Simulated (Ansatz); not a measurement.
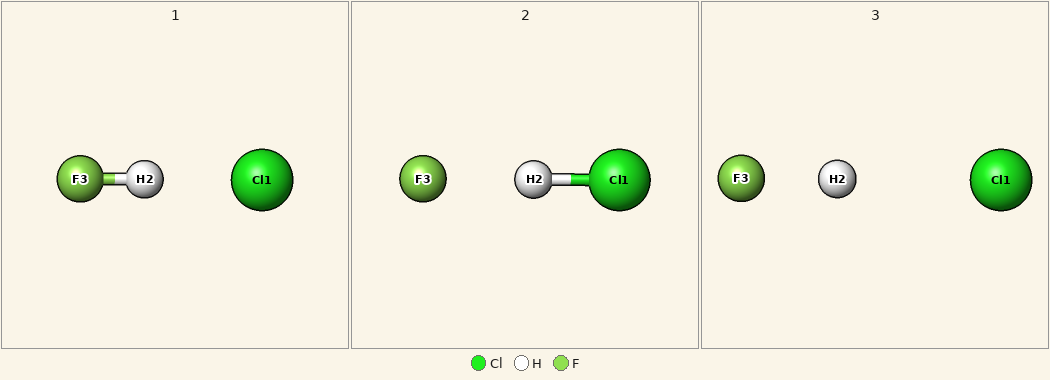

The system Cl⁻ + HF. First axis: distance Cl1–H2. Second axis: distance H2–F3. Nothing is relaxed (the angle Cl1–H2–F3 is fixed at 180 degrees). Grid: 17 × 17 points. Points are written as (first, second). Energies are in eV, from the lowest grid point. The reference is spin-restricted, so regions where a bond is pulled apart into radicals lie too high. Level of theory: RKS PBE0-D4/aug-cc-pVTZ (Ansatz 0.2.0).

The numbered pictures are structures from this grid.

**Which is the most stable, and how do the others follow?**

1, at (1.821 Å, 0.992 Å): 0.00 eV; 2, at (1.328 Å, 1.711 Å): 1.30 eV; 3, at (2.535 Å, 1.485 Å): 2.75 eV.

The map, with the structures marked:

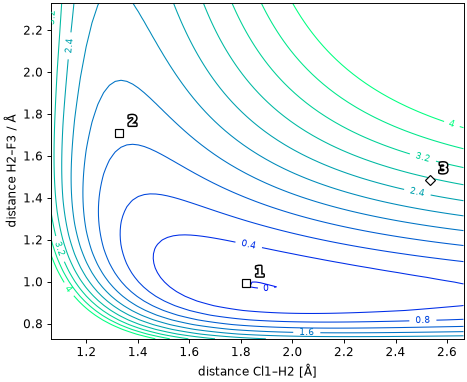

The picture shows contour lines labelled in eV (none above 4). Between grid points the surface is interpolated.
